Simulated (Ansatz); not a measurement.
# C2F4O (trifluoroacetyl fluoride): CCSD/cc-pVDZ

Aim: the electronic atomisation energy of C2F4O (trifluoroacetyl fluoride) at CCSD/cc-pVDZ, from 4 runs. 

The results are computed with Ansatz 0.2.0.

51 further runs of the same task are left out: 51 set aside as unsound or not needed.

## (1) The structure to begin with

C2F4O: 7 atoms, total charge 0, spin state singlet. As SMILES, `O=C(F)C(F)(F)F`. The coordinates come from a PBE0-D4/def2-TZVP relaxation.

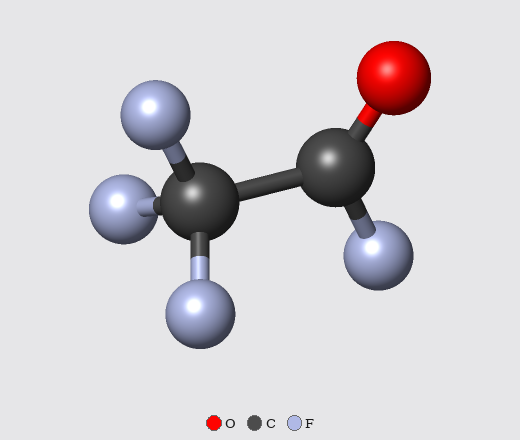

Viewed from a chosen angle; oxygen red, carbon dark grey, fluorine light blue.

## (2) The energy at CCSD/cc-pVDZ

Contents of run.yaml:

```yaml
crystal:
  periodic: [false, false, false]
  atoms:
    - symbol: O
      position_ang: [1.061180, -1.396170, 0.701140]
    - symbol: C
      position_ang: [0.088980, -0.798110, 0.435150]
    - symbol: F
      position_ang: [-1.136840, -1.201010, 0.739860]
    - symbol: C
      position_ang: [0.018150, 0.551850, -0.306440]
    - symbol: F
      position_ang: [-0.697880, 0.418270, -1.418740]
    - symbol: F
      position_ang: [-0.564330, 1.461580, 0.468830]
    - symbol: F
      position_ang: [1.230750, 0.963590, -0.619810]
basis:
  gaussian:
    orbitals: cc-pVDZ
correlation:
  method: ccsd
  frozen_orbitals: {C: 1, F: 1, O: 1}
accuracy: high
scf:
  omitted_lower_state_checks: [cluster_reference, increment]
```

Started as:

```bash
ansatz run run.yaml --threads 1 --pin off --max-ram 3480MiB --events-out events.jsonl --progress --plain --runs-dir runs
```

The log of the run, cut to the lines that bear on the results:

```text
Warning: RAYON_NUM_THREADS=1 ignored (pool sized by the plan → 1); use --threads N
Functional definition: HF
  name "HF"
[...]
2166 factors; integrals over basis functions are off by at most 2.9e-9 eV
[...]
mean field -14922.33410139 eV, -548.3856635047 hartree, gradient 1.6e-8 eV, S^2 0.000000; 0 other end points of the search recorded, 0 dependent functions left out
7 core orbitals not correlated: weight in the atoms' cores, before any rotation towards them, 1.000 or more for the frozen orbitals, at most 0.000 for the correlated occupied ones
reference -14922.33410139 eV, -548.3856635047 hartree; 21, 21 occupied and 70, 70 virtual orbitals, 2166 factors
second order -31.87871227 eV of doubles, -0.00000000 eV of singles
cycle   1  -31.33335711 eV  change    5.5e-1 eV  update   1.3e-1
[...]
cycle  20  -32.20356636 eV  change   2.6e-10 eV  update   3.8e-9
Total energy: -14954.53766775 eV, -549.5691227402 hartree
Checks for a lower state left out: cluster_reference, increment
```

Run time: 34 s. Hardware: 1 thread of Arm Neoverse V2, shared host; peak memory 0.78 GiB.

## (3) The C atom

Contents of job.yaml:

```yaml
crystal:
  periodic: [false, false, false]
  atoms:
    - {symbol: C, position_ang: [0.000000, 0.000000, 0.000000]}
basis:
  gaussian:
    orbitals: cc-pVDZ
magnetization:
  spin_polarized: true
  initial_magnetization: 2
correlation:
  method: ccsd
  frozen_orbitals: {C: 1}
accuracy: high
scf:
  omitted_lower_state_checks: [cluster_reference, increment]
```

Run the same way, it converges to -37.75945 Eh (log not shown).

## (4) The F atom

Contents of in.yaml:

```yaml
crystal:
  periodic: [false, false, false]
  atoms:
    - symbol: F
      position_ang: [0.000000, 0.000000, 0.000000]
basis:
  gaussian:
    orbitals: cc-pVDZ
magnetization:
  spin_polarized: true
  initial_magnetization: 1
correlation:
  method: ccsd
  frozen_orbitals: {F: 1}
accuracy: high
scf:
  omitted_lower_state_checks: [cluster_reference, increment]
```

Run the same way, it converges to -99.52669 Eh (log not shown).

## (5) The O atom

Contents of run.yaml:

```yaml
crystal:
  periodic: [false, false, false]
  atoms:
    - {symbol: O, position_ang: [0.000000, 0.000000, 0.000000]}
basis:
  gaussian:
    orbitals: cc-pVDZ
magnetization:
  spin_polarized: true
  initial_magnetization: 2
correlation:
  method: ccsd
  frozen_orbitals: {O: 1}
accuracy: high
scf:
  omitted_lower_state_checks: [cluster_reference, increment]
```

Run the same way, it converges to -74.90920 Eh (log not shown).

## (6) Results

Level: CCSD/cc-pVDZ, 7 core orbitals frozen.

| quantity | value |
| --- | --- |
| molecule: total energy | -549.56912 Eh |
| molecule: correlation energy (7 core orbitals frozen) | -1183.5 mEh |
| molecule: T1 diagnostic | 0.014 |
| C atom: total energy | -37.75945 Eh |
| C atom: correlation energy (1 core orbital frozen) | -72.9 mEh |
| C atom: ⟨S²⟩ of the reference determinant | 2.006 |
| C atom: T1 diagnostic | 0.007 |
| F atom: total energy | -99.52669 Eh |
| F atom: correlation energy (1 core orbital frozen) | -151.4 mEh |
| F atom: ⟨S²⟩ of the reference determinant | 0.752 |
| F atom: T1 diagnostic | 0.003 |
| O atom: total energy | -74.90920 Eh |
| O atom: correlation energy (1 core orbital frozen) | -117.0 mEh |
| O atom: ⟨S²⟩ of the reference determinant | 2.004 |
| O atom: T1 diagnostic | 0.003 |
| electronic atomisation energy | 28.144 eV |

In words: Taking the molecule apart into free atoms costs 28.14 eV (2715 kJ/mol), before zero-point energy and without spin-orbit coupling.
